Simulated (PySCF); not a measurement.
The calculation's input:

```
{"job": {"kind": "nmr", "xc": "PBE0", "basis": "pcSseg-1"}, "charge": 0, "multiplicity": 1}
C     -0.524305     1.593860    -0.395258
O     -0.538922     0.197763    -0.148060
Al    -1.779197    -0.916364     0.743522
C      0.564404    -0.524109    -0.626962
C      1.806976    -0.350481     0.247976
F      2.399827     0.850347     0.025949
F      2.724909    -1.283032    -0.075795
H     -1.467979     1.970839    -0.004192
H      0.305895     2.082540     0.116669
H     -0.462722     1.789906    -1.468433
H     -2.126854    -1.865997    -0.466592
H     -0.791949    -1.514480     1.824916
H     -2.766371     0.236931     1.139100
H      0.271925    -1.580054    -0.583359
H      0.800730    -0.248309    -1.661816
H      1.576035    -0.430416     1.320923
```

Run with:

```sh
OMP_NUM_THREADS=1 python probes_run.py task.json out
```

Geometry: GFN2-xTB.

Theory: PySCF, PBE0/pcSseg-1, SCF density, gas phase, non-relativistic.

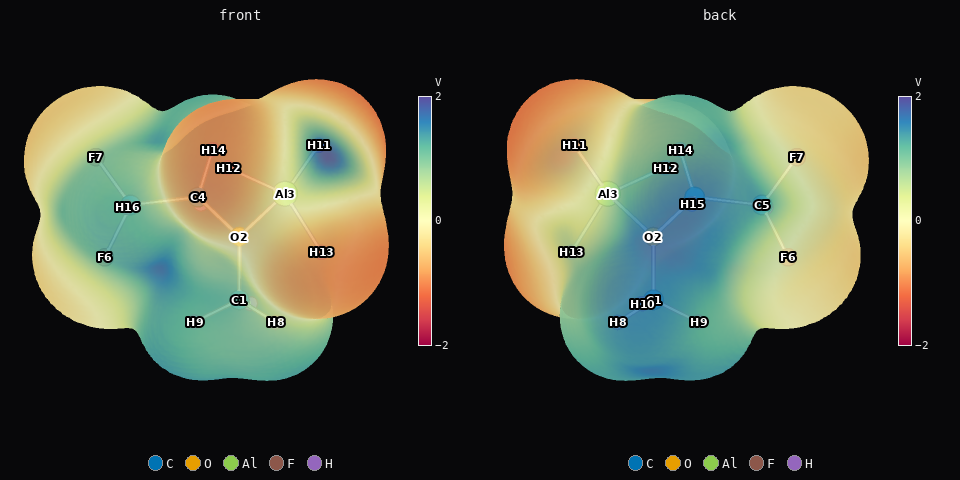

C3H9AlF2O. The electrostatic potential painted on the density surface at 0.002 e/bohr³, seen from the front and from behind; red is negative and blue positive.

> Describe the electrostatic potential map.

The most negative region (about −1.1 V) lies over H11 and H13, the most positive (about +1.7 V) over Al3, C5, H10 and H15.
